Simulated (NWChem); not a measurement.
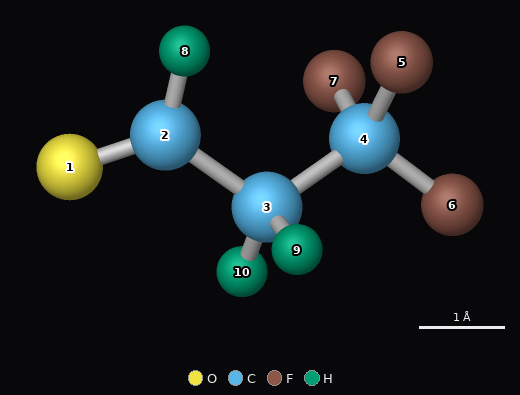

**Figure 1.** The input geometry (ball-and-stick view, seen at a tilt; atoms are numbered from 1 in the order of the input).

## Run report: C₃H₃F₃O, energy and gradient calculation (part 1 of 2)

- system: C₃H₃F₃O, SMILES O=CCC(F)(F)F
- method: B3LYP/6-31G*, RKS (NWChem 7.3.0)

The geometry comes from this level: PBE0-D4/def2-TZVP.

**Input**
```
start c3h3f3o
title "C3H3F3O"
memory total 2200 mb
charge 0

geometry units angstroms noautosym nocenter noautoz
 load c3h3f3o.xyz
end

basis
 * library 6-31G*
end

dft
 xc b3lyp
 grid fine
 convergence energy 1e-08
 iterations 100
 mulliken
 noprint "final vectors analysis"
end

task dft gradient
```

**File c3h3f3o.xyz**
```
10
C3H3F3O
O     -2.075200    -0.019000    -1.339200
C     -0.903800     0.040400    -1.102000
C     -0.363500     0.411700     0.259200
C      0.896800    -0.330500     0.615800
F      1.881100    -0.075500    -0.258600
F      1.338900     0.012700     1.828700
F      0.702300    -1.655000     0.617000
H     -0.145700    -0.150000    -1.887900
H     -0.123000     1.480000     0.251300
H     -1.124700     0.233900     1.018700
```

Launch command:
```bash
nwchem c3h3f3o.nw > c3h3f3o.out
```

**Log**
```
Northwest Computational Chemistry Package (NWChem) 7.3.0
             --------------------------------------------------------

           Job information
           ---------------

    nwchem branch   = 7.3.0
    use scalapack   = T
    input           = c3h3f3o.nw
    prefix          = c3h3f3o.
    data base       = ./c3h3f3o.db
    status          = startup
    nproc           =        1

           Memory information
           ------------------

    heap     =     72089600 doubles =      550.0 Mbytes
    stack    =     72089597 doubles =      550.0 Mbytes
    global   =    144179200 doubles =     1100.0 Mbytes (distinct from heap & stack)
    total    =    288358397 doubles =     2200.0 Mbytes
    verify   = yes
    hardfail = no

           Directory information
           ---------------------

  0 permanent = .
  0 scratch   = .

                                NWChem Input Module
                                -------------------

                                      C3H3F3O
                                      -------

 Scaling coordinates for geometry "geometry" by  1.889725989
 (inverse scale =  0.529177249)

                             Geometry "geometry" -> ""
                             -------------------------

 Output coordinates in angstroms (scale by  1.889725989 to convert to a.u.)

  No.       Tag          Charge          X              Y              Z
 ---- ---------------- ---------- -------------- -------------- --------------
    1 O                    8.0000    -2.07520000    -0.01900000    -1.33920000
    2 C                    6.0000    -0.90380000     0.04040000    -1.10200000
    3 C                    6.0000    -0.36350000     0.41170000     0.25920000
    4 C                    6.0000     0.89680000    -0.33050000     0.61580000
    5 F                    9.0000     1.88110000    -0.07550000    -0.25860000
    6 F                    9.0000     1.33890000     0.01270000     1.82870000
    7 F                    9.0000     0.70230000    -1.65500000     0.61700000
    8 H                    1.0000    -0.14570000    -0.15000000    -1.88790000
    9 H                    1.0000    -0.12300000     1.48000000     0.25130000
   10 H                    1.0000    -1.12470000     0.23390000     1.01870000

      Atomic Mass
      -----------

      O                 15.994910
      C                 12.000000
      F                 18.998400
      H                  1.007825

 Effective nuclear repulsion energy (a.u.)     324.8159245081

            Nuclear Dipole moment (a.u.)
            ----------------------------
        X                 Y               Z
 ---------------- ---------------- ----------------
    28.5021701680   -25.1686935241    13.2099405506

            XYZ format geometry
            -------------------
    10
 geometry
 O                    -2.07520000    -0.01900000    -1.33920000
 C                    -0.90380000     0.04040000    -1.10200000
 C                    -0.36350000     0.41170000     0.25920000
 C                     0.89680000    -0.33050000     0.61580000
 F                     1.88110000    -0.07550000    -0.25860000
 F                     1.33890000     0.01270000     1.82870000
 F                     0.70230000    -1.65500000     0.61700000
 H                    -0.14570000    -0.15000000    -1.88790000
 H                    -0.12300000     1.48000000     0.25130000
 H                    -1.12470000     0.23390000     1.01870000

 ==============================================================================
                                internuclear distances
 ------------------------------------------------------------------------------
       center one      |      center two      | atomic units |  angstroms
 ------------------------------------------------------------------------------
    2 C                |   1 O                |     2.26134  |     1.19665
    3 C                |   2 C                |     2.85508  |     1.51085
    4 C                |   3 C                |     2.84489  |     1.50545
    5 F                |   4 C                |     2.53424  |     1.34106
    6 F                |   4 C                |     2.52430  |     1.33580
    7 F                |   4 C                |     2.52979  |     1.33871
    8 H                |   2 C                |     2.09462  |     1.10843
    9 H                |   3 C                |     2.06937  |     1.09507
   10 H                |   3 C                |     2.05961  |     1.08990
 ------------------------------------------------------------------------------
                         number of included internuclear distances:          9
 ==============================================================================

 ==============================================================================
                                 internuclear angles
 ------------------------------------------------------------------------------
        center 1       |       center 2       |       center 3       |  degrees
 ------------------------------------------------------------------------------
    1 O                |   2 C                |   3 C                |   122.74
    1 O                |   2 C                |   8 H                |   121.36
    3 C                |   2 C                |   8 H                |   115.88
    2 C                |   3 C                |   4 C                |   113.06
    2 C                |   3 C                |   9 H                |   108.17
    2 C                |   3 C                |  10 H                |   109.75
    4 C                |   3 C                |   9 H                |   107.39
    4 C                |   3 C                |  10 H                |   109.83
    9 H                |   3 C                |  10 H                |   108.52
    3 C                |   4 C                |   5 F                |   111.49
    3 C                |   4 C                |   6 F                |   111.44
    3 C                |   4 C                |   7 F                |   111.49
    5 F                |   4 C                |   6 F                |   107.47
    5 F                |   4 C                |   7 F                |   107.18
    6 F                |   4 C                |   7 F                |   107.55
 ------------------------------------------------------------------------------
                            number of included internuclear angles:         15
 ==============================================================================

 Summary of "ao basis" -> "" (cartesian)
 ------------------------------------------------------------------------------
       Tag                 Description            Shells   Functions and Types
 ---------------- ------------------------------  ------  ---------------------
 *                           6-31G*                   on all atoms

                                 NWChem DFT Module
                                 -----------------

                                      C3H3F3O

                      Basis "ao basis" -> "ao basis" (cartesian)
                      -----
  [basis functions not shown]

 Summary of "ao basis" -> "ao basis" (cartesian)
 ------------------------------------------------------------------------------
       Tag                 Description            Shells   Functions and Types
 ---------------- ------------------------------  ------  ---------------------
 O                           6-31G*                  6       15   3s2p1d
 C                           6-31G*                  6       15   3s2p1d
 F                           6-31G*                  6       15   3s2p1d
 H                           6-31G*                  2        2   2s

 Summary of "ao basis" -> "ao basis" (cartesian)
 ------------------------------------------------------------------------------
       Tag                 Description            Shells   Functions and Types
 ---------------- ------------------------------  ------  ---------------------
 O                           6-31G*                  6       15   3s2p1d
 C                           6-31G*                  6       15   3s2p1d
 F                           6-31G*                  6       15   3s2p1d
 H                           6-31G*                  2        2   2s

  Caching 1-el integrals
  itol2e modified to match energy
  convergence criterion.
  tol_rho modified to match energy
  convergence criterion.

            General Information
            -------------------
          SCF calculation type: DFT
          Wavefunction type:  closed shell.
          No. of atoms     :    10
          No. of electrons :    56
           Alpha electrons :    28
            Beta electrons :    28
          Charge           :     0
          Spin multiplicity:     1
          Use of symmetry is: off; symmetry adaption is: off
          Maximum number of iterations: 100
          AO basis - number of functions:   111
                     number of shells:    48
          Convergence on energy requested:  1.00D-08
          Convergence on density requested:  1.00D-05
          Convergence on gradient requested:  5.00D-04

              XC Information
              --------------
                         B3LYP Method XC Potential
                     Hartree-Fock (Exact) Exchange  0.200
                        Slater Exchange Functional  0.800 local
                    Becke 1988 Exchange Functional  0.720 non-local
              Lee-Yang-Parr Correlation Functional  0.810
                  VWN I RPA Correlation Functional  0.190 local
```
